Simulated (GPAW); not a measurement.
**STM contrast on 2H-VSeTe monolayer**

Aim: Tersoff-Hamann images of 2H-VSeTe monolayer at several biases.

Program: GPAW 26.7.0. Level of theory: GPAW, PAW setups; layer in a repeated cell with vacuum, relaxation of atoms and in-plane cell, in the first sound run; inputs show where later runs differ. Results are calculated unless marked as measured.

## Step 1: The starting structure

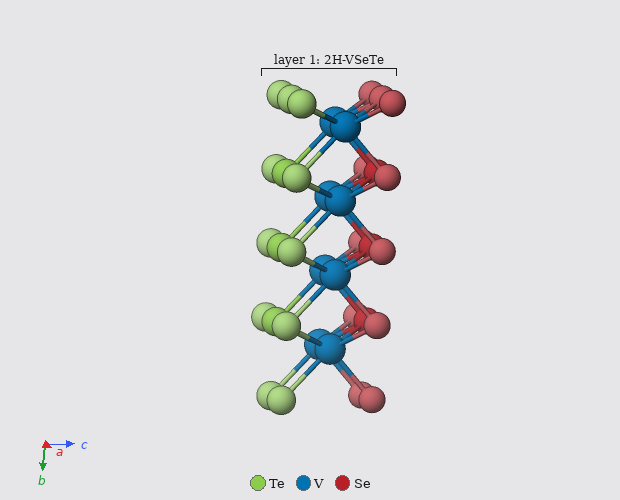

The starting structure, seen from the side, with the c axis across the page (tellurium green, vanadium blue, selenium red). 1×3×1 cells are drawn. Some periodic images of atoms are drawn too.

The cell holds 3 atoms: 1 Te, 1 V and 1 Se. Its edges and angles: a = 3.465 Å, b = 3.465 Å, c = 21.582 Å, α = 90.0°, β = 90.0°, γ = 120.0°. Vacuum lies along c.

## Step 2: Relaxing the atoms

Forces are removed first; all later runs use this geometry.

run.py reads:

```python
import json
import numpy as np
from ase import Atoms
from ase.filters import FrechetCellFilter
from ase.optimize import BFGS
from gpaw import GPAW, PW

slab = Atoms(
    ['Te', 'V', 'Se'],
    positions=[
        [-0.00000, 2.00052, 9.00000],
        [0.00000, 0.00000, 10.92605],
        [-0.00000, 2.00052, 12.58205]],
    cell=[[3.465, 0.0, 0.0], [-1.7325, 3.00078, 0.0], [0.0, 0.0, 21.582]],
    pbc=[True, True, True],
    magmoms=[0.0, 1.0, 0.0])

slab.calc = GPAW(mode=PW(600), xc='PBE', kpts={'size': (9, 9, 1), 'gamma': True},
                 occupations={'name': 'fermi-dirac', 'width': 0.05}, nbands='160%',
                 convergence={'density': 1e-05}, maxiter=200,
                 symmetry={'tolerance': 1e-3}, txt='slab.txt')
result = {}
# The in-plane cell is free; stress needs a cell that repeats along all three vectors
path = []
opt = BFGS(FrechetCellFilter(slab, mask=[1, 1, 0, 0, 0, 1]), maxstep=0.2)
opt.attach(lambda: path.append((slab.get_potential_energy(), slab.positions.tolist(), slab.get_forces().tolist())))
result['relaxed'] = bool(opt.run(fmax=0.02, steps=45))
result['path'] = path
result['cell'] = slab.cell.tolist()
print('in-plane lattice', slab.cell.cellpar().round(4)[[0, 1, 5]])
energy = slab.get_potential_energy()
fermi = slab.calc.get_fermi_level()
v = slab.calc.get_electrostatic_potential().mean((0, 1)) - fermi
n = slab.calc.get_pseudo_density().mean((0, 1))
L = slab.cell[2, 2]
z = np.arange(len(v)) * L / len(v)
low, high = slab.positions[:, 2].min(), slab.positions[:, 2].max()
below, above = np.interp([low - 6.8, high + 6.8], z, v)
slopes = [np.interp(x, z, np.gradient(v, z)) for x in (low - 6.8, high + 6.8)]
eps = np.array([[slab.calc.get_eigenvalues(k, s) for k in range(len(slab.calc.get_ibz_k_points()))]
                for s in range(slab.calc.get_number_of_spins())]) - fermi
top, bottom = eps[eps < 0].max(), eps[eps > 0].min()
dipole = slab.get_dipole_moment()[2]
print(f'energy {energy:.4f} eV, Fermi level {fermi:.4f} eV, dipole {dipole:.5f} e A')
print(f'potential 6.8 A off the faces, from the Fermi level: lower {below:.4f} eV, upper {above:.4f} eV')
print(f'slope of the potential there: lower {slopes[0]:.5f}, upper {slopes[1]:.5f} eV/A')
print(f'nearest levels on the mesh: {top:.4f} and {bottom:.4f} eV')
print('magnetic moment', round(slab.get_magnetic_moment(), 3))
result.update(energy=energy, fermi=fermi, dipole=dipole, below=below, above=above, slopes=slopes, edges=[top, bottom],
              z=z.tolist(), v=v.tolist(), n=n.tolist(), positions=slab.positions.tolist(),
              forces=slab.get_forces(apply_constraint=False).tolist(), moments=slab.get_magnetic_moments().tolist())
json.dump(result, open('result.json', 'w'))
```

On the command line:

```
$ OMP_NUM_THREADS=1 OPENBLAS_NUM_THREADS=1 python run.py
```

The log of the run:

```text
Step          Energy          fmax
BFGS:    0      -16.574267        1.461825
BFGS:    1      -16.620207        1.217644
BFGS:    2      -16.714444        0.470186
BFGS:    3      -16.720491        0.252603
BFGS:    4      -16.724324        0.167555
BFGS:    5      -16.727784        0.115669
BFGS:    6      -16.728802        0.128071
BFGS:    7      -16.730018        0.084307
BFGS:    8      -16.730620        0.049651
BFGS:    9      -16.730788        0.011980
in-plane lattice [  3.4742   3.4742 120.    ]
energy -16.7285 eV, Fermi level -1.4747 eV, dipole -0.03792 e A
potential 6.8 A off the faces, from the Fermi level: lower 5.0005 eV, upper 5.1409 eV
slope of the potential there: lower -0.03017, upper -0.03029 eV/A
nearest levels on the mesh: -0.0469 and 0.0898 eV
magnetic moment 0.974
```

Run time: 20 min. Hardware: 1 thread of Arm Neoverse N1, shared host; peak memory 0.47 GiB.

This step gave:

```yaml
dipole_along_the_normal: -0.03792 e·Å
levels_nearest_the_fermi_level_on_the_mesh: -0.04689, 0.08980 eV from the Fermi level
site_moments: -0.06715, 0.9300, -0.02834 μB
sum_of_the_site_moments: 0.8345 μB
```

The electrostatic potential energy of an electron (without an applied field's), less the Fermi level, planar mean by z:

```csv
z (Å),"electrostatic potential energy of an electron (without an applied field's), less the Fermi level, planar mean (eV)"
0,5.07
2,5.01
4,4.95
6,4.88
8,1.75
10,-3.43
12,-8.45
14,4.82
16,5.24
18,5.18
20,5.12
```

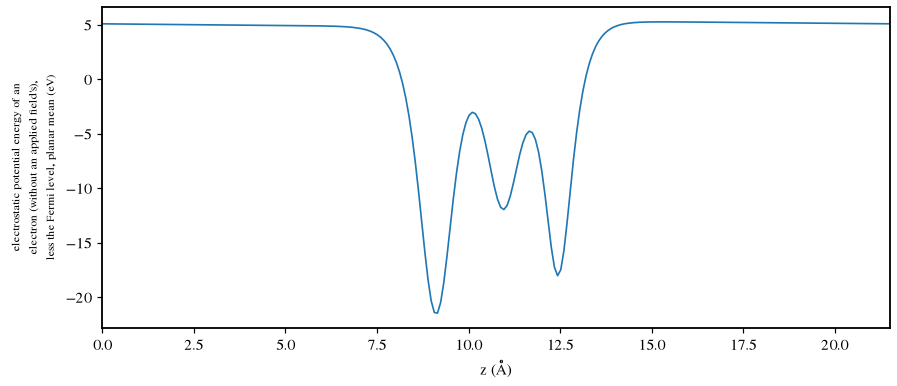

Electrostatic potential energy of an electron (without an applied field's), less the Fermi level, planar mean, plotted against z.

The pseudo valence density, planar mean oscillates, so the rows of the table below give means over windows of 2 Å about each position, cut where the curve ends. Its maxima inside the range that stand out by 2 % of the span (Å: e/Å³): 8.6: 0.307, 9.7: 0.364, 10.9: 1.40, 12.8: 0.344. Its minima: 9.2: 0.111, 10.2: 0.307, 12.4: 0.203.

Pseudo valence density, planar mean against z; means over each step:

| z (Å) | pseudo valence density, planar mean (e/Å³) |
| --- | --- |
| 4 | 5.5e-6 |
| 6 | 0.00152 |
| 8 | 0.136 |
| 10 | 0.496 |
| 12 | 0.494 |
| 14 | 0.0681 |
| 16 | 2.1e-4 |
| 18 | 0 |

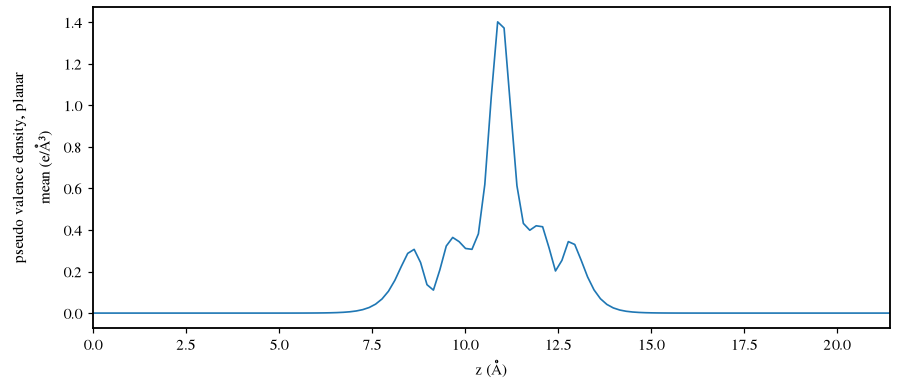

Pseudo valence density, planar mean, plotted against z.

Site moment by atom:

```csv
atom,site moment (μB)
Te1,-0.067
V2,0.930
Se3,-0.028
```

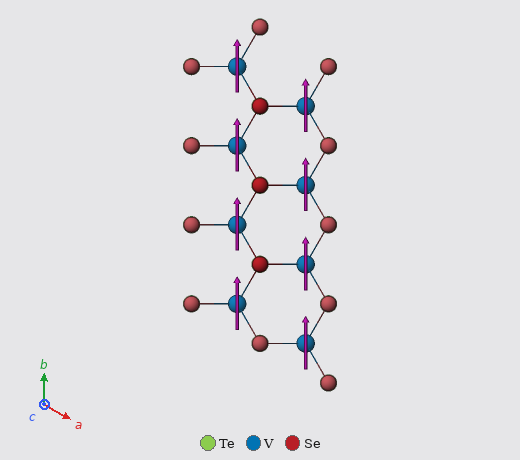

Site moment as arrows, the longest 0.930 μB. Up and down stand for the sign. Arrows give size and sign along the axis of quantisation, drawn up and down the page. Each arrow also spans its atom, so small moments look longer than they are. The two directions have two colours. 1×3×1 cells are drawn. Some periodic images of atoms are drawn too.

The relaxation lowered the energy of the cell by 0.157 eV (energies extrapolated to zero smearing; the optimiser's log prints free energies). The largest force left on a free atom is 0.012 eV/Å.

## Step 3: The slab's potential

The work function is the vacuum plateau of the electrostatic potential less the Fermi level; a dipole layer lets the two faces have plateaus of their own.

This step: GPAW, PAW setups; slab in vacuum (GPAW 26.7.0).

The cell differs from the one that the last finished run ended in (c 21.582 → 21.339 Å).

run.py reads:

```python
import json
import numpy as np
from ase import Atoms
from ase.dft.stm import STM
from gpaw import GPAW, PW

slab = Atoms(
    ['Te', 'V', 'Se'],
    positions=[
        [-0.00000, 2.00586, 9.00000],
        [0.00000, -0.00000, 10.83901],
        [-0.00000, 2.00586, 12.33867]],
    cell=[[3.47424, -0.0, 0.0], [-1.73712, 3.00878, 0.0], [0.0, 0.0, 21.3387]],
    pbc=[True, True, False],
    magmoms=[0.0, 1.0, 0.0])

slab.calc = GPAW(mode=PW(400), xc='PBE', kpts={'size': (9, 9, 1), 'gamma': True},
                 occupations={'name': 'fermi-dirac', 'width': 0.05}, nbands='160%',
                 convergence={'density': 1e-05}, maxiter=200,
                 poissonsolver={'dipolelayer': 'xy'},
                 symmetry={'tolerance': 1e-3}, txt='slab.txt')
result = {}
energy = slab.get_potential_energy()
fermi = slab.calc.get_fermi_level()
v = slab.calc.get_electrostatic_potential().mean((0, 1)) - fermi
n = slab.calc.get_pseudo_density().mean((0, 1))
L = slab.cell[2, 2]
z = np.arange(len(v)) * L / len(v)
low, high = slab.positions[:, 2].min(), slab.positions[:, 2].max()
below, above = np.interp([low - 6.8, high + 6.8], z, v)
slopes = [np.interp(x, z, np.gradient(v, z)) for x in (low - 6.8, high + 6.8)]
eps = np.array([[slab.calc.get_eigenvalues(k, s) for k in range(len(slab.calc.get_ibz_k_points()))]
                for s in range(slab.calc.get_number_of_spins())]) - fermi
top, bottom = eps[eps < 0].max(), eps[eps > 0].min()
dipole = slab.get_dipole_moment()[2]
print(f'energy {energy:.4f} eV, Fermi level {fermi:.4f} eV, dipole {dipole:.5f} e A')
print(f'potential 6.8 A off the faces, from the Fermi level: lower {below:.4f} eV, upper {above:.4f} eV')
print(f'slope of the potential there: lower {slopes[0]:.5f}, upper {slopes[1]:.5f} eV/A')
print(f'nearest levels on the mesh: {top:.4f} and {bottom:.4f} eV')
print('magnetic moment', round(slab.get_magnetic_moment(), 3))
result.update(energy=energy, fermi=fermi, dipole=dipole, below=below, above=above, slopes=slopes, edges=[top, bottom],
              z=z.tolist(), v=v.tolist(), n=n.tolist(), positions=slab.positions.tolist(),
              forces=slab.get_forces(apply_constraint=False).tolist(), moments=slab.get_magnetic_moments().tolist())

# Images need the states of the whole zone, up to time reversal
slab.calc = slab.calc.fixed_density(symmetry={'point_group': False}, txt='states.txt', nbands='280%',
                                    convergence={'bands': 'CBM+2.3'})
stm = STM(slab)
result['stm'] = []
for bias in [-1.5, 2.0]:
    height = high + 3.0
    current = stm.get_averaged_current(bias, height)
    x, y, h = stm.scan(bias, current)
    i, f = divmod(height / L * stm.ldos.shape[2], 1)
    I = abs((1 - f) * stm.ldos[:, :, int(i)] + f * stm.ldos[:, :, int(i) + 1])
    print(f'bias {bias} V: mean current at 3.0 A {current:.4e}, corrugation {np.ptp(h):.4f} A')
    result['stm'].append(dict(bias=bias, current=current, h=(h - high).tolist(), I=I.tolist()))
json.dump(result, open('result.json', 'w'))
```

The log of the run:

```text
energy -16.6900 eV, Fermi level -1.4350 eV, dipole -0.02773 e A
potential 6.8 A off the faces, from the Fermi level: lower 4.8352 eV, upper 5.3118 eV
slope of the potential there: lower 0.00006, upper -0.00004 eV/A
nearest levels on the mesh: -0.0445 and 0.0880 eV
magnetic moment 0.973
bias -1.5 V: mean current at 3.0 A 1.5758e-04, corrugation 0.6738 A
bias 2.0 V: mean current at 3.0 A 2.4593e-04, corrugation 0.2312 A
```

The job ended after 6.9 min (1 thread; peak memory 0.51 GiB).

Numbers from this step:

```yaml
dipole_along_the_normal: -0.02773 e·Å
levels_nearest_the_fermi_level_on_the_mesh: -0.04449, 0.08805 eV from the Fermi level
upper_work_function: 5.312 eV
lower_work_function: 4.835 eV
site_moments: -0.06691, 0.9277, -0.02811 μB
corrugation_minus_1p5: 0.6738 Å
corrugation_2: 0.2312 Å
sum_of_the_site_moments: 0.8327 μB
```

The electrostatic potential energy of an electron (without an applied field's), less the Fermi level, planar mean by z:

| z (Å) | electrostatic potential energy of an electron (without an applied field's), less the Fermi level, planar mean (eV) |
| --- | --- |
| 0 | 5.07 |
| 1 | 4.84 |
| 2 | 4.84 |
| 3 | 4.84 |
| 4 | 4.84 |
| 5 | 4.83 |
| 6 | 4.82 |
| 7 | 4.57 |
| 8 | 0.686 |
| 9 | -21.4 |
| 10 | -3.11 |
| 11 | -11.0 |
| 12 | -11.3 |
| 13 | -1.34 |
| 14 | 4.97 |
| 15 | 5.29 |
| 16 | 5.31 |
| 17 | 5.31 |
| 18 | 5.31 |
| 19 | 5.31 |
| 20 | 5.31 |
| 21 | 5.28 |

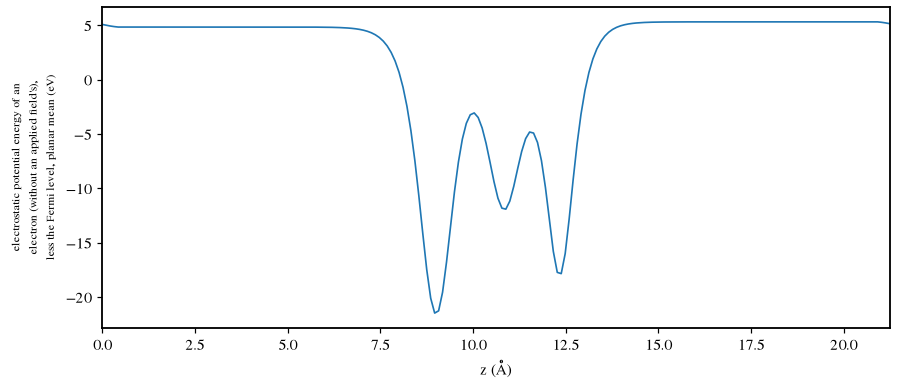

Electrostatic potential energy of an electron (without an applied field's), less the Fermi level, planar mean, plotted against z.

The pseudo valence density, planar mean oscillates, so the rows of the table below give means over windows of 1 Å about each position, cut where the curve ends. Its maxima inside the range that stand out by 2 % of the span (Å: e/Å³): 8.5: 0.305, 9.6: 0.363, 10.9: 1.43, 12.8: 0.341. Its minima: 9.0: 0.105, 10.0: 0.303, 12.4: 0.200.

Pseudo valence density, planar mean against z; means over each step:

```
z (Å)  pseudo valence density, planar mean (e/Å³)
    5                                      6.0e-5
    6                                      1.0e-3
    7                                      0.0160
    8                                       0.168
    9                                       0.221
   10                                       0.404
   11                                       0.975
   12                                       0.350
   13                                       0.229
   14                                      0.0257
   15                                     0.00124
   16                                      6.8e-5
```

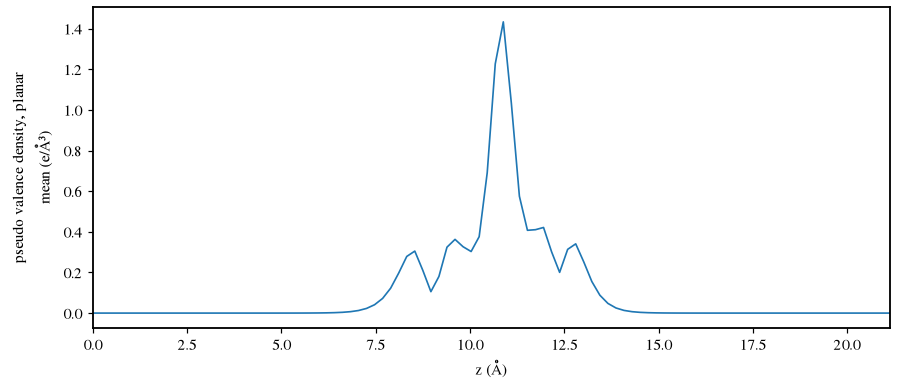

Pseudo valence density, planar mean, plotted against z.

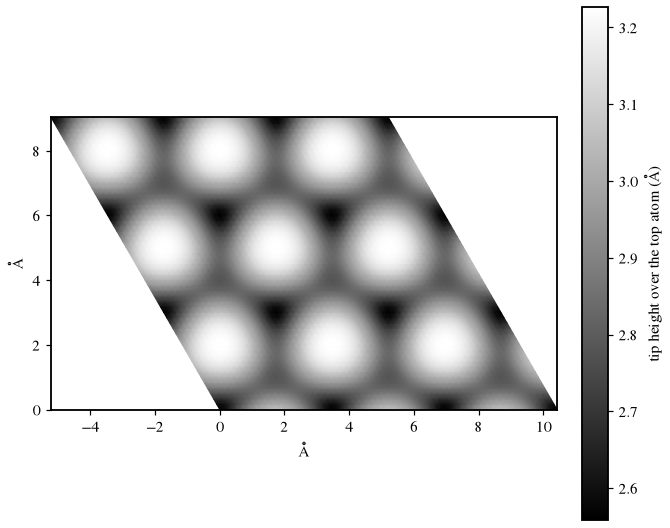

Tip height over the top atom over a1 and a2. Sample bias -1.5 V, constant current at the mean current 3.0 Å over the top atom. The cell is repeated, with its origin at the lower left corner.

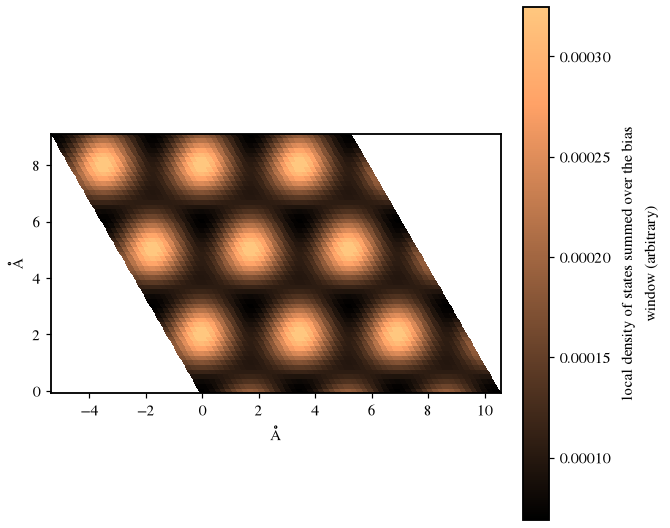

Local density of states summed over the bias window over a1 and a2. Sample bias -1.5 V, constant height 3.0 Å over the top atom. The cell is repeated, with its origin at the lower left corner.

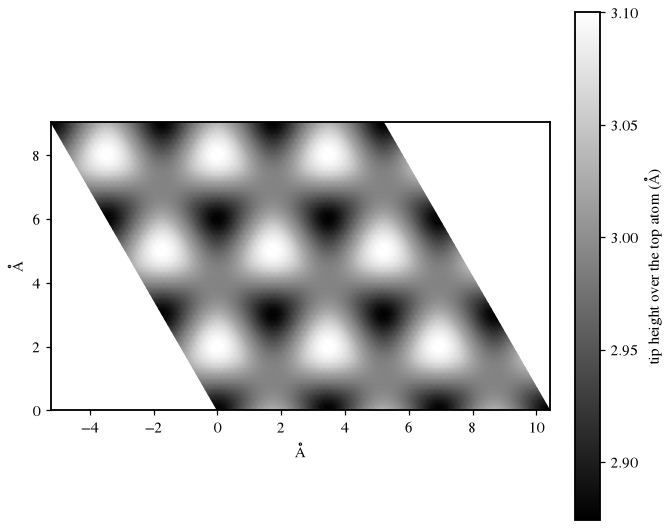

Tip height over the top atom over a1 and a2. Sample bias 2 V, constant current at the mean current 3.0 Å over the top atom. The cell is repeated, with its origin at the lower left corner.

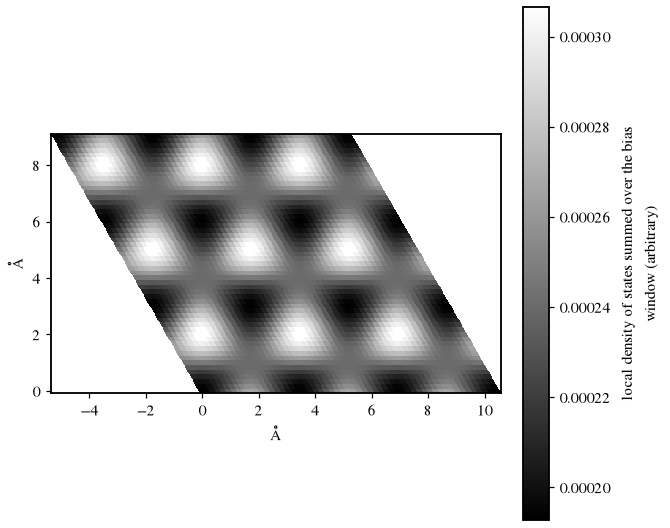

Local density of states summed over the bias window over a1 and a2. Sample bias 2 V, constant height 3.0 Å over the top atom. The cell is repeated, with its origin at the lower left corner.

The potential is flat to 6.1e-5 eV/Å where it is read, so the vacuum is wide enough.

## Step 4: A changed run

One more run, with changed settings.

Edit run.py of step 3 so:

```diff
@@ -3,3 +3,2 @@
 from ase import Atoms
-from ase.dft.stm import STM
 from gpaw import GPAW, PW
@@ -13,3 +12,3 @@
     cell=[[3.47424, -0.0, 0.0], [-1.73712, 3.00878, 0.0], [0.0, 0.0, 21.3387]],
-    pbc=[True, True, False],
+    pbc=[True, True, True],
     magmoms=[0.0, 1.0, 0.0])
@@ -18,3 +17,3 @@
                  occupations={'name': 'fermi-dirac', 'width': 0.05}, nbands='160%',
-                 convergence={'density': 1e-05}, maxiter=200,
+                 convergence={'density': 1e-05}, maxiter=75,
                  poissonsolver={'dipolelayer': 'xy'},
@@ -43,16 +42,2 @@
               forces=slab.get_forces(apply_constraint=False).tolist(), moments=slab.get_magnetic_moments().tolist())
-
-# Images need the states of the whole zone, up to time reversal
-slab.calc = slab.calc.fixed_density(symmetry={'point_group': False}, txt='states.txt', nbands='280%',
-                                    convergence={'bands': 'CBM+2.3'})
-stm = STM(slab)
-result['stm'] = []
-for bias in [-1.5, 2.0]:
-    height = high + 3.0
-    current = stm.get_averaged_current(bias, height)
-    x, y, h = stm.scan(bias, current)
-    i, f = divmod(height / L * stm.ldos.shape[2], 1)
-    I = abs((1 - f) * stm.ldos[:, :, int(i)] + f * stm.ldos[:, :, int(i) + 1])
-    print(f'bias {bias} V: mean current at 3.0 A {current:.4e}, corrugation {np.ptp(h):.4f} A')
-    result['stm'].append(dict(bias=bias, current=current, h=(h - high).tolist(), I=I.tolist()))
 json.dump(result, open('result.json', 'w'))
```

The log of the run:

```text
AssertionError
```

Run time: 1.3 s. Hardware: 1 thread; peak memory 0.15 GiB.

The program refused the input before any cycle.

The fault put into the input: a dipole layer in a cell that repeats along the normal (pbc_z = true).

## Step 5: Summary of results

```
work function, upper and lower face : 5.312 and 4.835 eV
dipole along the normal             : -0.0277 e Å
corrugation at -1.5 V               : 0.674 Å
corrugation at 2 V                  : 0.231 Å
```

What this shows: The corrugation at constant current is largest at -1.5 V, where the tip height varies by 0.67 Å over the cell. Negative sample bias images filled states, positive bias empty ones. The two faces differ by 0.48 eV, the step that the slab's dipole makes (e p/(ε0 A) gives 0.48 eV), so the dipole layer is needed. The images are of Tersoff-Hamann type: an s-wave tip, no tip-sample forces, heights closer than in a microscope. The relaxation of atoms and cell ran in a fully periodic cell without the dipole layer, so the atoms of this polar layer felt a small spurious field. One magnetic start was tried; another order may lie lower. The layer's cell and atoms come from the relaxation; spin-orbit coupling and temperature are left out.

[Logs are printed without paths, hosts, clocks, repeated set-up lines and the standing remarks that a program may print on its own settings, such as how far it seeks lower states.]

[Hosts, paths, dates, database ids (printed as entryN), source tags and the programs' standing remarks are cut or masked in the printed files.]
